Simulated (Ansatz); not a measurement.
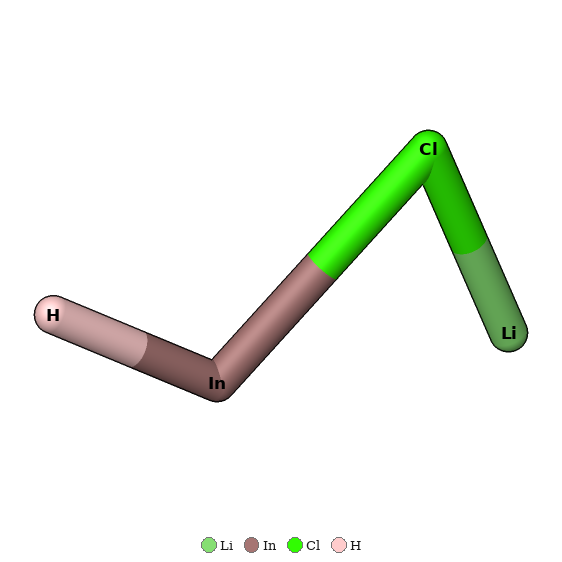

The geometry was computed by an optimisation with PBE0-D4/def2-TZVP. No frequency run is at hand to confirm it as a minimum. Level of theory: RKS PBE0-D4/def2-TZVPP, core potentials on In (Ansatz 0.2.0).

Predict the main results.

The species is ClHInLi.
- HOMO energy (Kohn–Sham orbital): −5.66 eV
- LUMO energy (Kohn–Sham orbital): −1.61 eV
- HOMO–LUMO gap: 4.05 eV
